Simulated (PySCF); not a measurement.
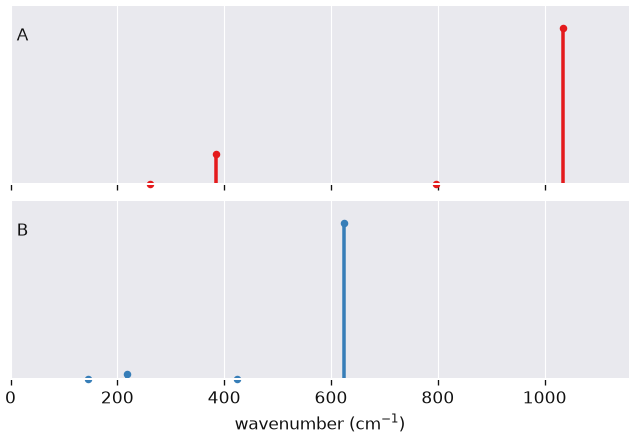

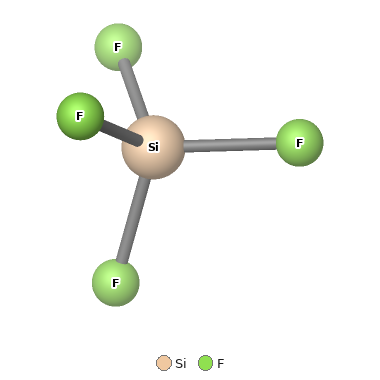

Harmonic infrared lines of SiF₄ and SiCl₄, all Td singlets, each the lowest point that its search found (SiF₄ is drawn); the ligand atom changes down one group of the periodic table. PBE0/def2-TZVP, PySCF 2.14.0, unscaled, no spin-orbit coupling; each panel is scaled to its strongest line, degenerate modes are one line with their intensities summed, and dots on the axis are modes too weak to show or inactive.

Which panel belongs to which molecule?

Answer. A: SiF₄ (strongest line 1035.1 cm⁻¹); B: SiCl₄ (strongest line 624.3 cm⁻¹).

How do the bond length and the stretches change along the series?

Answer. Mean bond length: SiF₄ 1.562, SiCl₄ 2.022 Å, rising down the group. Highest t2 mode: SiF₄ 1035, SiCl₄ 624 cm⁻¹, falling down the group.
